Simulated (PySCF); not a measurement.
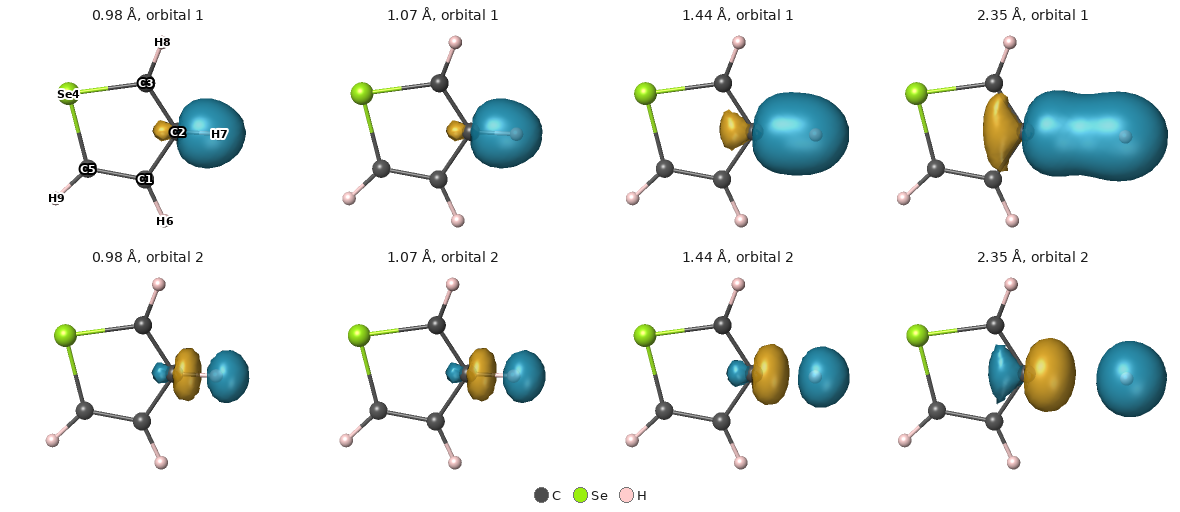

Figure 1: C$_{4}$H$_{4}$Se, SMILES `c1cc[se]c1`. Rigid stretch of the C2–H7 bond. The two CASSCF(2,2) natural orbitals nearest half filling (orbital 1 the more occupied).

Computed with PySCF, def2-SVP basis, geometry: GFN2-xTB. No frequency check shows the geometry to be a minimum. GFN2-xTB bond lengths at metals and heavier atoms can be off by up to 0.1 Å and shapes distorted, which carries into these values.

Coordinates in Å:

```
C1       1.6739   -0.7081    0.0000
C2       1.6739    0.7082    0.0000
C3       0.4395    1.2708    0.0000
Se4     -0.9101    0.0000    0.0000
C5       0.4395   -1.2708    0.0000
H6       2.5816   -1.2877    0.0000
H7       2.5816    1.2878    0.0000
H8       0.2099    2.3212    0.0000
H9       0.2100   -2.3212    0.0000
```

Question: How do the occupations change along the stretch?

Answer: 0.98 Å: 1.99 and 0.01; 1.07 Å: 1.98 and 0.02; 1.44 Å: 1.95 and 0.05; 2.35 Å: 1.61 and 0.39. At the longest distance computed (3.00 Å) they are 1.28 and 0.72, and the effective number of unpaired electrons is 1.7.

UHF's ⟨S²⟩ passes 1 along the scan (up to 1.42), so it also polarises electrons outside the stretched bond; its energy lowering isn't due to that bond alone.

UHF already breaks spin symmetry near equilibrium here (⟨S²⟩ = 0.21 at 1.07 Å), for reasons apart from this bond.

Question: How much energy does the stretch cost?

Answer: By CASSCF, 4.6 eV from the lowest point of the scan (1.07 Å) to 3.00 Å; RHF gives 7.8 eV from its own lowest point. The fragments aren't relaxed and dynamic correlation is missing, so this isn't a bond dissociation energy.
